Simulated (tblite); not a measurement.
# Geometry relaxation of C6H11O2 (part 3 of 3)

Continued. System: C6H11O2, multiplicity 2. Method: GFN2-xTB geometry optimisation, gas phase (tblite 0.8.0). It belongs to a series of runs on one base structure; here: H added to acyl C.

Geometry of the input (Å):
```
C  -1.9979  -0.3432  -1.5274
C  -2.2578  0.0712  -0.0824
C  -0.8658  0.4385  0.4574
O  -0.1026  -0.6940  0.3133
C  1.1946  -0.5703  0.7555
C  1.9639  0.4886  0.0117
C  3.0580  0.1078  -0.6494
O  3.8648  0.9851  -1.3580
H  -1.1410  -1.0306  -1.5742
H  -1.7601  0.6009  -2.0899
H  -2.8933  -0.8387  -1.9320
H  -2.5556  -0.8495  0.5257
H  -2.9883  0.8736  0.0293
H  -0.5239  1.2787  -0.1954
H  -0.9991  0.7668  1.5117
H  1.7025  -1.5456  0.6370
H  1.2741  -0.3074  1.8235
H  1.6737  1.5145  0.0080
H  3.3439  -0.9369  -0.6261
```

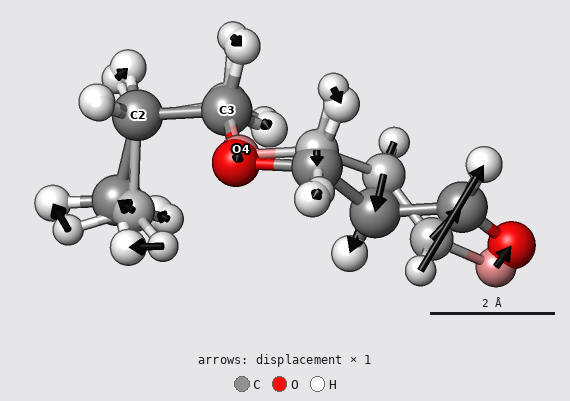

*Start (faint) and end (solid) with the displacements as black arrows, at true length (ball-and-stick view, seen at a tilt). The two geometries are laid on each other by the best rigid fit.*

The atom that moves furthest after the best rigid fit is H19 (2.01 Å). By element the largest moves are H 2.01 Å, C 0.71 Å, O 0.43 Å. Distances before and after: C7–O8 1.387 → 1.225 Å, C6–C7 1.334 → 1.414 Å, C2–H12 1.143 → 1.091 Å, C3–O4 1.373 → 1.417 Å. Among the angles that change: C1–C2–C3 104.1° → 111.7°, C2–C3–H14 104.6° → 110.3°, C5–C6–C7 117.6° → 123.3°. After 178 geometry steps the energy has fallen by 1.095 eV. Largest force component: 4.8 eV/Å at the start, 0.006 eV/Å at the end. (Atoms are counted from 1 in the order of the input.)
